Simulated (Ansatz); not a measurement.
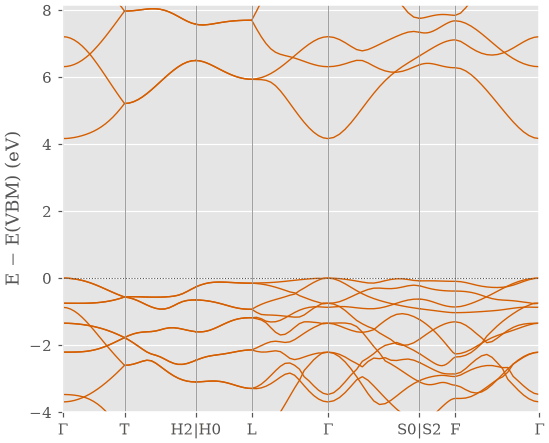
Band structure from the program Ansatz at the PBEsol level (PAW)

### Question
Read off the gap and where the band edges lie.

### Answer
About 4.2 eV (4.16 eV by a search for the band edges); maximum at Γ, minimum at Γ.

### Question
Pick the material that matches.
(A) SrZrO3, R3c (Sr on 6a, Zr on 6a, O on 18b)
(B) AlBO3, R-3c (Al on 6b, B on 6a, O on 18e)
(C) GaBO3, R-3c (Ga on 6b, B on 6a, O on 18e)
(D) Al2O3, corundum

### Answer
C, GaBO3, R-3c (Ga on 6b, B on 6a, O on 18e)

The workflow started from a Materials Project entry (that database holds measured and hypothetical structures alike); the Crystallography Open Database files this formula in space group No. 167, but the cells were not matched. Whether it is the stable phase at ambient conditions was not checked. The cell was relaxed with PBEsol under the symmetry of its start; phonons on a q-mesh show no instability. Spin–orbit coupling is left out wherever it is not named.

Potentials: the later of the program's two PAW sets.
